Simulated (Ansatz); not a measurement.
## Geometry relaxation of Si2H4OF4 (part 1 of 2)

System: Si2H4OF4.
Method: RKS LDA/def2-SVP (Ansatz 0.2.0).

It belongs to a series of runs on one base structure; here: end point B relaxed. Figures and captions count atoms from 1; the log counts them from 0 in places.

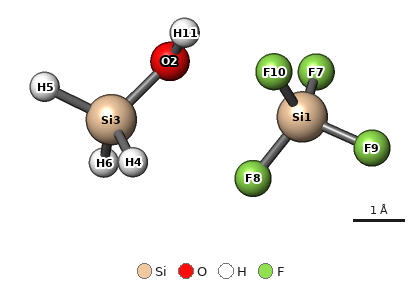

Figure 1. The starting structure (ball-and-stick view, seen at a tilt; atoms are numbered from 1 in the order of the input).

### Summary

```tsv
quantity	value
outcome	converged
total energy	−28579.9498 eV
mean-field energy	−28579.9498 eV
largest force (length of the vector) at the end	0.015 eV/Å
hardware	4 threads of AMD EPYC (Zen 5), 16 GiB of memory available, shared host
wall time	5.1 s (CPU time 17 s)
peak memory	0.19 GiB
```

### Input
```yaml
crystal:
  periodic: [false, false, false]
  atoms:
    - { symbol: Si, position_ang: [0.032624, -0.430823, -0.444118] }
    - { symbol: O, position_ang: [0.330545, -0.142895, 2.395992] }
    - { symbol: Si, position_ang: [-1.17017, -0.260247, 3.131295] }
    - { symbol: H, position_ang: [-2.043553, -1.263878, 2.421085] }
    - { symbol: H, position_ang: [-1.034641, -0.682266, 4.571545] }
    - { symbol: H, position_ang: [-1.77559, 1.107957, 3.057712] }
    - { symbol: F, position_ang: [1.186579, 0.648169, -0.382988] }
    - { symbol: F, position_ang: [-1.342642, 0.131281, 0.119717] }
    - { symbol: F, position_ang: [-0.208409, -0.828994, -1.961541] }
    - { symbol: F, position_ang: [0.467064, -1.761694, 0.317668] }
    - { symbol: H, position_ang: [0.805792, -1.001512, 2.266534] }
basis:
  gaussian: { orbitals: def2-SVP }
hamiltonian:
  xc: lda
relax:
  f_tol: 0.03
  max_steps: 50
```

Launched with:
```bash
ansatz run input.yaml --threads 4 --pin off --max-ram 5120MiB --backend cpu --events-out ev --progress --plain --runs-dir out
```

### What the program printed
```
The last accepted step is kept in [file] (removed where the run ends without a failure and the disk answers)
Engine: ansatz 0.2.0, x86_64-unknown-linux-gnu
Functional definition: SPW92
  exchange = slater_x
  correlation = pw_c
1359 factors; their error is unknown
mean field evaluation 1: about -28571.2360 eV, gradient 7.2e1 eV
mean field evaluation 2: about -28539.9472 eV, gradient 1.5e2 eV
mean field evaluation 4: about -28579.6157 eV, gradient 9.2e0 eV
mean field evaluation 8: about -28579.7470 eV, gradient 1.9e-1 eV
mean field evaluation 16: about -28579.6466 eV, gradient 1.3e-4 eV
mean field -28579.64659215 eV, -1050.2826402812 hartree, gradient 2.2e-5 eV, S^2 0.000000; 0 other end points of the search recorded, 0 dependent functions left out
the calculation of the forces begins
reference -28579.64662813 eV, -1050.2826416034 hartree; 38, 38 occupied and 88, 88 virtual orbitals, 1359 factors
relax step   1: F+E_penalty+E_count = -28579.64659215 eV  Δ(F+E_penalty+E_count) = +0.000e0 eV  max|allowed force component| = 5.102e-1 eV/Å  Δτ_max = 0.0000 Å  (26 SCF iters, accepted)
these checks for a lower state are left out or cut short: starts, cluster_reference, orbital_swaps, neighbouring_geometries, increment
1359 factors; their error is unknown
mean field -28579.69303015 eV, -1050.2843468463 hartree, gradient 1.4e-5 eV, S^2 0.000000; 0 other end points of the search recorded, 0 dependent functions left out
the calculation of the forces begins
reference -28579.69306543 eV, -1050.2843481428 hartree; 38, 38 occupied and 88, 88 virtual orbitals, 1359 factors
relax step   2: F+E_penalty+E_count = -28579.69303015 eV  Δ(F+E_penalty+E_count) = -4.644e-2 eV  max|allowed force component| = 5.046e-1 eV/Å  Δτ_max = 0.1768 Å  (29 SCF iters, accepted)
these checks for a lower state are left out or cut short: starts, cluster_reference, orbital_swaps, neighbouring_geometries, increment
1359 factors; their error is unknown
mean field evaluation 32: about -28579.7278 eV, gradient 2.2e-5 eV
mean field -28579.72781847 eV, -1050.2856252936 hartree, gradient 2.2e-5 eV, S^2 0.000000; 0 other end points of the search recorded, 0 dependent functions left out
the calculation of the forces begins
reference -28579.72785348 eV, -1050.2856265802 hartree; 38, 38 occupied and 88, 88 virtual orbitals, 1359 factors
relax step   3: F+E_penalty+E_count = -28579.72781847 eV  Δ(F+E_penalty+E_count) = -3.479e-2 eV  max|allowed force component| = 7.023e-1 eV/Å  Δτ_max = 0.0913 Å  (27 SCF iters, accepted)
these checks for a lower state are left out or cut short: starts, cluster_reference, orbital_swaps, neighbouring_geometries, increment
1359 factors; their error is unknown
mean field -28579.78863829 eV, -1050.2878603807 hartree, gradient 1.1e-5 eV, S^2 0.000000; 0 other end points of the search recorded, 0 dependent functions left out
the calculation of the forces begins
reference -28579.78867293 eV, -1050.2878616537 hartree; 38, 38 occupied and 88, 88 virtual orbitals, 1359 factors
relax step   4: F+E_penalty+E_count = -28579.78863829 eV  Δ(F+E_penalty+E_count) = -6.082e-2 eV  max|allowed force component| = 8.996e-1 eV/Å  Δτ_max = 0.1955 Å  (32 SCF iters, accepted)
these checks for a lower state are left out or cut short: starts, cluster_reference, orbital_swaps, neighbouring_geometries, increment
1359 factors; their error is unknown
mean field -28579.83584230 eV, -1050.2895950960 hartree, gradient 2.3e-5 eV, S^2 0.000000; 0 other end points of the search recorded, 0 dependent functions left out
the calculation of the forces begins
reference -28579.83587647 eV, -1050.2895963517 hartree; 38, 38 occupied and 88, 88 virtual orbitals, 1359 factors
relax step   5: F+E_penalty+E_count = -28579.83584230 eV  Δ(F+E_penalty+E_count) = -4.720e-2 eV  max|allowed force component| = 8.427e-1 eV/Å  Δτ_max = 0.0948 Å  (29 SCF iters, accepted)
these checks for a lower state are left out or cut short: starts, cluster_reference, orbital_swaps, neighbouring_geometries, increment
1359 factors; their error is unknown
mean field -28579.90555995 eV, -1050.2921571723 hartree, gradient 1.2e-5 eV, S^2 0.000000; 0 other end points of the search recorded, 0 dependent functions left out
the calculation of the forces begins
reference -28579.90559335 eV, -1050.2921583999 hartree; 38, 38 occupied and 88, 88 virtual orbitals, 1359 factors
relax step   6: F+E_penalty+E_count = -28579.90555995 eV  Δ(F+E_penalty+E_count) = -6.972e-2 eV  max|allowed force component| = 4.018e-1 eV/Å  Δτ_max = 0.1996 Å  (32 SCF iters, accepted)
these checks for a lower state are left out or cut short: starts, cluster_reference, orbital_swaps, neighbouring_geometries, increment
1359 factors; their error is unknown
mean field -28579.91876544 eV, -1050.2926424653 hartree, gradient 1.2e-5 eV, S^2 0.000000; 0 other end points of the search recorded, 0 dependent functions left out
the calculation of the forces begins
reference -28579.91879903 eV, -1050.2926436995 hartree; 38, 38 occupied and 88, 88 virtual orbitals, 1359 factors
relax step   7: F+E_penalty+E_count = -28579.91876544 eV  Δ(F+E_penalty+E_count) = -1.321e-2 eV  max|allowed force component| = 5.181e-1 eV/Å  Δτ_max = 0.1993 Å  (32 SCF iters, accepted)
these checks for a lower state are left out or cut short: starts, cluster_reference, orbital_swaps, neighbouring_geometries, increment
1359 factors; their error is unknown
mean field evaluation 64: about -28579.8173 eV, gradient 9.0e0 eV
mean field -28579.93667171 eV, -1050.2933005087 hartree, gradient 1.6e-5 eV, S^2 0.000000; 0 other end points of the search recorded, 0 dependent functions left out
the calculation of the forces begins
reference -28579.93670525 eV, -1050.2933017412 hartree; 38, 38 occupied and 88, 88 virtual orbitals, 1359 factors
relax step   8: F+E_penalty+E_count = -28579.93667171 eV  Δ(F+E_penalty+E_count) = -1.791e-2 eV  max|allowed force component| = 4.293e-1 eV/Å  Δτ_max = 0.1418 Å  (28 SCF iters, accepted)
these checks for a lower state are left out or cut short: starts, cluster_reference, orbital_swaps, neighbouring_geometries, increment
1359 factors; their error is unknown
mean field -28579.94668362 eV, -1050.2936684394 hartree, gradient 1.4e-5 eV, S^2 0.000000; 0 other end points of the search recorded, 0 dependent functions left out
the calculation of the forces begins
reference -28579.94671727 eV, -1050.2936696762 hartree; 38, 38 occupied and 88, 88 virtual orbitals, 1359 factors
relax step   9: F+E_penalty+E_count = -28579.94668362 eV  Δ(F+E_penalty+E_count) = -1.001e-2 eV  max|allowed force component| = 7.758e-2 eV/Å  Δτ_max = 0.0883 Å  (27 SCF iters, accepted)
these checks for a lower state are left out or cut short: starts, cluster_reference, orbital_swaps, neighbouring_geometries, increment
1359 factors; their error is unknown
mean field -28579.94721853 eV, -1050.2936880969 hartree, gradient 1.1e-5 eV, S^2 0.000000; 0 other end points of the search recorded, 0 dependent functions left out
the calculation of the forces begins
reference -28579.94725241 eV, -1050.2936893421 hartree; 38, 38 occupied and 88, 88 virtual orbitals, 1359 factors
relax step  10: F+E_penalty+E_count = -28579.94721853 eV  Δ(F+E_penalty+E_count) = -5.349e-4 eV  max|allowed force component| = 1.005e-1 eV/Å  Δτ_max = 0.0381 Å  (28 SCF iters, accepted)
these checks for a lower state are left out or cut short: starts, cluster_reference, orbital_swaps, neighbouring_geometries, increment
1359 factors; their error is unknown
mean field -28579.94948790 eV, -1050.2937714947 hartree, gradient 1.1e-5 eV, S^2 0.000000; 0 other end points of the search recorded, 0 dependent functions left out
the calculation of the forces begins
reference -28579.94952179 eV, -1050.2937727401 hartree; 38, 38 occupied and 88, 88 virtual orbitals, 1359 factors
relax step  11: F+E_penalty+E_count = -28579.94948790 eV  Δ(F+E_penalty+E_count) = -2.269e-3 eV  max|allowed force component| = 3.415e-2 eV/Å  Δτ_max = 0.0318 Å  (28 SCF iters, accepted)
these checks for a lower state are left out or cut short: starts, cluster_reference, orbital_swaps, neighbouring_geometries, increment
1359 factors; their error is unknown
mean field evaluation 96: about -28579.9498 eV, gradient 2.0e-4 eV
mean field -28579.94980865 eV, -1050.2937832820 hartree, gradient 1.1e-5 eV, S^2 0.000000; 0 other end points of the search recorded, 0 dependent functions left out
the calculation of the forces begins
reference -28579.94984258 eV, -1050.2937845291 hartree; 38, 38 occupied and 88, 88 virtual orbitals, 1359 factors
relax step  12: F+E_penalty+E_count = -28579.94980865 eV  Δ(F+E_penalty+E_count) = -3.207e-4 eV  max|allowed force component| = 1.262e-2 eV/Å  Δτ_max = 0.0215 Å  (29 SCF iters, accepted)
```

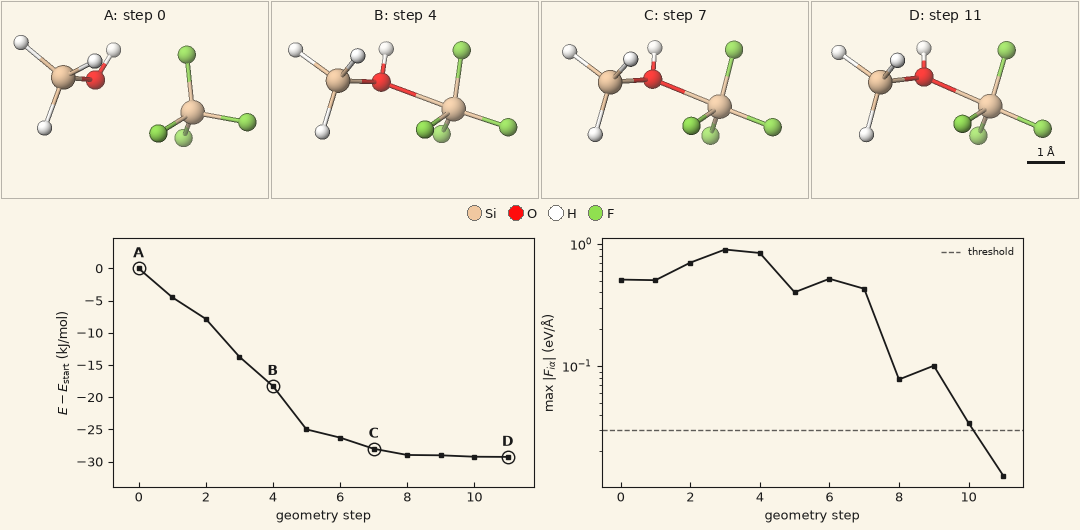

Figure 2. Frames of the relaxation (ball-and-stick view, seen at a tilt) above the curves, on which the letters mark them (the first geometry is step 0 here and step 1 in the log).

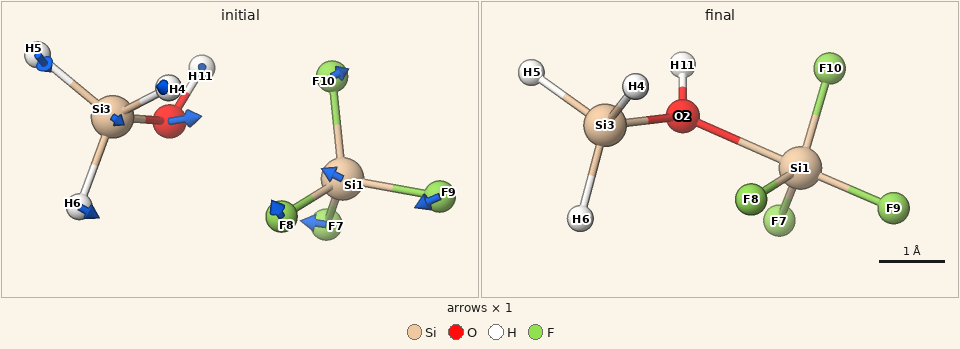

Figure 3. Before (left) and after (right) the relaxation, at one scale (ball-and-stick view, seen at a tilt). The blue arrows give the displacements, at true length. The energy falls by 29.3 kJ/mol in 11 geometry steps. The largest force component goes from 0.51 to 0.013 eV/Å. The atom that moves furthest after the best rigid fit is O2 (0.59 Å). By element the largest moves are O 0.59 Å, H 0.49 Å, F 0.46 Å, Si 0.38 Å. Among the contacts that change: Si1–O2 2.870 → 2.000 Å, O2–Si3 1.675 → 1.723 Å, Si1–F8 1.589 → 1.633 Å, Si1–F7 1.581 → 1.601 Å. New bonds form: Si1–O2 (2.87 → 2.00 Å). Among the angles that change: F8–Si1–F9 107.2° → 96.5°, F8–Si1–F10 111.2° → 121.3°, F7–Si1–F9 108.6° → 100.1°. (Atoms are counted from 1 in the order of the input.)

```
1359 factors; their error is unknown
mean field -28579.94980865 eV, -1050.2937832820 hartree, gradient 1.0e-5 eV, S^2 0.000000; 1 other end points of the search recorded, 0 dependent functions left out
the calculation of the forces begins
reference -28579.94984258 eV, -1050.2937845291 hartree; 38, 38 occupied and 88, 88 virtual orbitals, 1359 factors
Total energy: -28579.94984258 eV, -1050.2937845291 hartree
Atom 0 at     0.048342    -0.450225    -0.062207 Å, force    -0.009879    -0.000504     0.002530 eV/Å
Atom 1 at     0.171499    -0.470873     1.934256 Å, force    -0.000194    -0.012615     0.007987 eV/Å
Atom 2 at    -1.236624    -0.229966     2.897911 Å, force    -0.008239     0.006670    -0.002294 eV/Å
Atom 3 at    -2.280712    -1.258503     2.596707 Å, force    -0.001841    -0.004615     0.004246 eV/Å
Atom 4 at    -0.718519    -0.428554     4.296891 Å, force     0.003343     0.003833    -0.007438 eV/Å
Atom 5 at    -1.698981     1.174728     2.697872 Å, force    -0.000554     0.002958     0.007045 eV/Å
Atom 6 at     1.124943     0.731981     0.027383 Å, force     0.008125     0.003336    -0.004123 eV/Å
```
